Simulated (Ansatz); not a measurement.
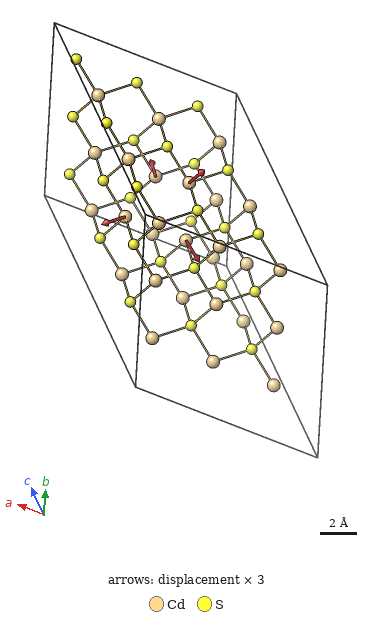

This is a relaxation of a defect cell of composition Cd27S26 (cell charge +2). The starting structure is drawn; red arrows show the displacements, 3 times their true length.

The picture is a ball-and-stick view of the cell of the calculation (origin shifted), seen from a free direction.

Computed with DFT, PBE, plane-wave PAW, default files, scalar-relativistic (Ansatz 0.2.0). Settings: plane-wave cutoff 420 eV; k-point mesh 2 × 2 × 2; occupations fermi dirac; smearing width 0.01 eV; no spin polarisation; atoms relaxed in a fixed cell; force threshold 0.03 eV/Å; at most 40 steps.

Question: What happened in the run?

Answer: The largest moves, 0.53 Å, are those of Cd atoms. By element the largest moves are Cd 0.53 Å, S 0.05 Å. The cell doesn't change. Some distances before and after: Cd–S 2.526 → 2.445 Å, Cd–S 2.526 → 2.492 Å, Cd–S 2.526 → 2.543 Å. Among the angles between lasting bonds that change: Cd–S–Cd 109.5° → 95.9°, S–Cd–S 109.5° → 118.7°, Cd–S–Cd 109.5° → 114.6°. The energy falls by 1.146 eV per cell of the calculation in 5 geometry steps. Largest force component: 0.48 eV/Å at the start, 0.0027 eV/Å at the end. Cost: 5 min on 4 threads of Arm Neoverse V1, on a shared host, peak memory 6.5 GiB.

Limits of the set-up: the cell is charged, on a uniform background, and energies carry no finite-size correction.
